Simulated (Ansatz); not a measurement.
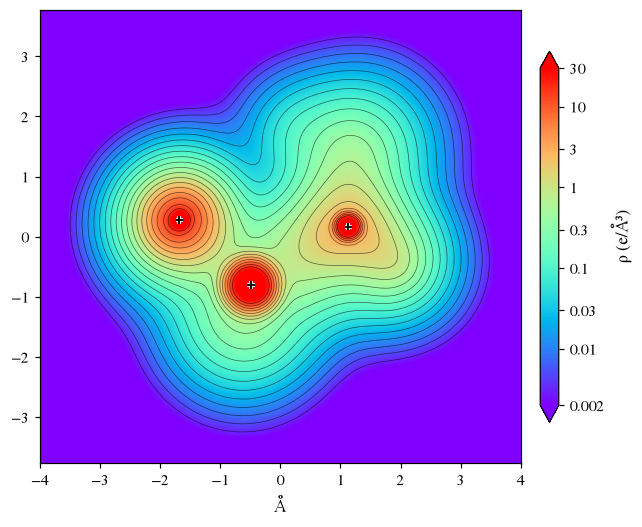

The electron density on a plane through atoms (crosses mark nuclei in the plane).

Theory: Ansatz 0.2.0, RKS PBE0-D4/def2-TZVPP.

Candidates:
A. C$_{2}$H$_{7}$GaOSi (SMILES C=[CH][Ga]([OH])[SiH3])
B. CH$_{6}$FNOSi (SMILES NC(O)[SiH2]F)
C. C$_{3}$H$_{8}$AlCl (SMILES CC(Cl)[CH2][AlH2])

Question: Which candidate gave the map?

Answer: Candidate B: CH$_{6}$FNOSi on the plane of atoms C2, Si4 and F5, which holds C, Si and F. Si–F (1.61 Å): ρ at the midpoint is about 1.2 e/Å³. C–Si (1.89 Å): ρ is about 1 e/Å³ halfway.
